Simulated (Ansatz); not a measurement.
**CAM-B3LYP/STO-3G run of BeF2 (SMILES [F][Be][F])**

Aim: the electronic atomisation energy of BeF2 at CAM-B3LYP/STO-3G, from 3 runs. 

The calculation is run with Ansatz 0.2.0.

41 further runs of the same task are left out: 4 that didn't finish, 37 set aside as unsound or not needed.

## 1. The system as given

BeF2 has 3 atoms, charge 0, and is taken as a singlet. SMILES: `[F][Be][F]`. Geometry: a GFN2-xTB relaxation, a rough one for these elements and not checked as a minimum.

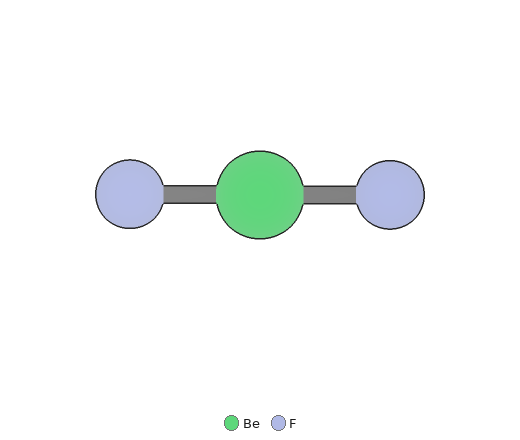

The structure, seen from a chosen angle (beryllium green, fluorine light blue).

## 2. A single-point energy at CAM-B3LYP/STO-3G

File molecule.yaml:

```yaml
basis:
  gaussian:
    orbitals: STO-3G
crystal:
  periodic: [false, false, false]
  atoms:
    - {symbol: Be, position_ang: [-0.002860, -0.001640, -0.000220]}
    - {symbol: F, position_ang: [-0.015000, -0.019520, 1.368760]}
    - {symbol: F, position_ang: [0.017860, 0.021150, -1.368540]}
accuracy: high
hamiltonian:
  xc: {name: CAM-B3LYP}
```

Launch:

```sh
ansatz run molecule.yaml --threads 1 --pin off --max-ram 2610MiB --events-out events.jsonl --progress --plain --runs-dir runs
```

Standard output:

```text
Warning: RAYON_NUM_THREADS=1 ignored (pool sized by the plan → 1); use --threads N
Functional definition: CAM-B3LYP
  name "CAM-B3LYP"
  parameter alpha = 0.19
  parameter beta = 0.46
  parameter omega = 0.33/bohr
  parameter ac = 0.81
  exchange = (1 - alpha - beta)*b88_x + beta*b88_x_sr(omega) + alpha*exact_x + beta*exact_x_lr(omega)
  correlation = (1 - ac)*vwn5_c + ac*lyp_c
240 factors; integrals over basis functions are off by at most 2.0e-7 eV
130 factors; integrals over basis functions are off by at most 1.0e-9 eV
mean field evaluation 1: about -5751.3236 eV, gradient 1.6e1 eV
mean field evaluation 2: about -5751.8853 eV, gradient 1.4e1 eV
mean field evaluation 4: about -5752.5323 eV, gradient 1.2e-1 eV
mean field evaluation 8: about -5752.4948 eV, gradient 1.4e-3 eV
mean field evaluation 16: about -5752.4948 eV, gradient 9.8e-8 eV
mean field -5752.49481033 eV, -211.4002850984 hartree, gradient 9.8e-8 eV, S^2 0.000000; 0 other end points of the search recorded, 0 dependent functions left out
reference -5752.49482306 eV, -211.4002855665 hartree; 11, 11 occupied and 4, 4 virtual orbitals, 240 factors
Total energy: -5752.49482306 eV, -211.4002855665 hartree
```

Wall time 0.77 s (1 thread of Arm Neoverse V1, shared host).

## 3. The Be atom at the same level

File molecule.yaml:

```yaml
basis:
  gaussian:
    orbitals: STO-3G
crystal:
  periodic: [false, false, false]
  atoms:
    - symbol: Be
      position_ang: [0.000000, 0.000000, 0.000000]
hamiltonian:
  xc: {name: CAM-B3LYP}
accuracy: high
```

Launch:

```sh
ansatz run molecule.yaml --threads 1 --pin off --max-ram 2610MiB --events-out events.jsonl --progress --plain --runs-dir runs
```

Standard output:

```text
Warning: RAYON_NUM_THREADS=1 ignored (pool sized by the plan → 1); use --threads N
Functional definition: CAM-B3LYP
  name "CAM-B3LYP"
  parameter alpha = 0.19
  parameter beta = 0.46
  parameter omega = 0.33/bohr
  parameter ac = 0.81
  exchange = (1 - alpha - beta)*b88_x + beta*b88_x_sr(omega) + alpha*exact_x + beta*exact_x_lr(omega)
  correlation = (1 - ac)*vwn5_c + ac*lyp_c
15 factors; integrals over basis functions are off by at most 3.4e-8 eV
15 factors; integrals over basis functions are off by at most 3.8e-8 eV
mean field evaluation 1: about -392.5915 eV, gradient 4.8e-10 eV
mean field evaluation 2: about -392.5915 eV, gradient 3.1e-9 eV
mean field -392.59149892 eV, -14.4274714774 hartree, gradient 0.0e0 eV, S^2 0.000000; 0 other end points of the search recorded, 0 dependent functions left out
reference -392.59150913 eV, -14.4274718523 hartree; 2, 2 occupied and 3, 3 virtual orbitals, 15 factors
Total energy: -392.59150913 eV, -14.4274718523 hartree
```

Wall time 0.16 s (1 thread of Arm Neoverse V1, shared host).

## 4. The F atom, same level

File run.yaml:

```yaml
crystal:
  periodic: [false, false, false]
  atoms:
    - {symbol: F, position_ang: [0.000000, 0.000000, 0.000000]}
basis:
  gaussian: {orbitals: STO-3G}
magnetization: {spin_polarized: true, initial_magnetization: 1}
hamiltonian: {xc: {name: CAM-B3LYP}}
accuracy: high
```

Run the same way, it converges to -98.23985 Eh (log not shown).

## 5. What came out

Level: CAM-B3LYP/STO-3G.

| quantity | value |
| --- | --- |
| molecule: total energy | -211.40029 Eh |
| Be atom: total energy | -14.42747 Eh |
| F atom: total energy | -98.23985 Eh |
| F atom: ⟨S²⟩ | 0.750 |
| electronic atomisation energy | 13.418 eV |

What this shows: Taking the molecule apart into free atoms costs 13.42 eV (309 kcal/mol), before zero-point energy and without spin-orbit coupling. In a minimal basis such a difference can be off by several eV, whatever the method.
